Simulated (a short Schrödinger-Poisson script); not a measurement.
Structure: gated Al0.4Ga0.6As/GaAs δ-doped gas, at 300 K.

```tsv
layer	material	thickness (nm)	Na (cm⁻³)
1	Al0.4Ga0.6As	10	-
2	Al0.4Ga0.6As	2	-
3	GaAs	6000	2e15
```

The device is made up for the run: typed textbook-type constants, with dimensions and the other settings drawn at random. Al0.4Ga0.6As: permittivity 11.76, conduction-band edge (eV) 0.316, gap (eV) 1.923, electron mass (mₑ) 0.1002, Nv at 300 K (cm⁻³) 9e18. GaAs: permittivity 12.9, conduction-band edge (eV) 0, gap (eV) 1.424, Nv at 300 K (cm⁻³) 9e18.

Channel valleys (confinement mass, in-plane density-of-states mass, number): Γ 0.067, 0.067, 1. At the gate the conduction-band edge of layer 1 lies 1.07 eV − eVg above the Fermi level of the channel; the field vanishes at the back. Sheet of ionised δ-doping: +3.9e12 e/cm² at 10 nm from the gate. The barrier under the gate holds no holes. Gaps are held at their typed values at every temperature. Mesh 0.08 nm at interfaces.

Solved with a short Schrödinger-Poisson script written for these runs: 1D Poisson equation in equilibrium, electrons quantum, Hartree plus LDA exchange-correlation (BenDaniel-Duke, 40 states a valley, the channel's in-plane mass for all, wave functions free to enter the barrier), parabolic valleys, classical holes, full ionisation, no traps, pinning or gate leakage.

Only gate voltages with over 1e8 electrons/cm² are shown.

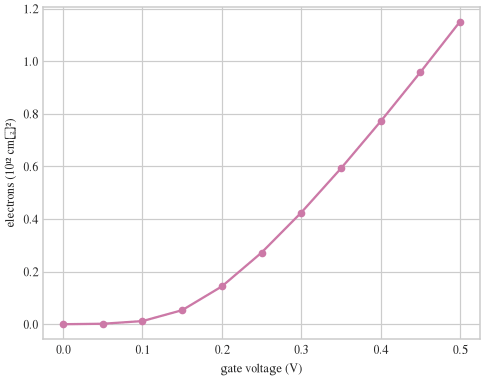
Figure: Sheet density against gate voltage

```
Vg (V)  electrons (cm⁻²)  in the channel layer  C (μF/cm²)  Γ E0 (meV)  Γ E1 (meV)
------  ----------------  --------------------  ----------  ----------  ----------
0.5              1.15e12               1.12e12       0.627       -22.2        33.4
0.45             9.58e11               9.35e11       0.609       -13.9        38.1
0.4              7.71e11               7.56e11       0.587        -4.9        43.4
0.35             5.93e11               5.83e11       0.558         5.3        49.7
0.3              4.25e11               4.19e11       0.518        17.1        57.6
0.25             2.72e11               2.69e11       0.458        31.7        68.1
0.2              1.44e11               1.43e11       0.364        51.0        83.4
0.15             5.36e10               5.33e10       0.220        78.9       108.0
0.1              1.22e10               1.21e10      0.0781       118.5       145.6
0.05              2.02e9                2.01e9      0.0249       165.7       191.9
0                 3.09e8                3.07e8      0.0152       214.7       240.2
```

Subbands count from the Fermi level.
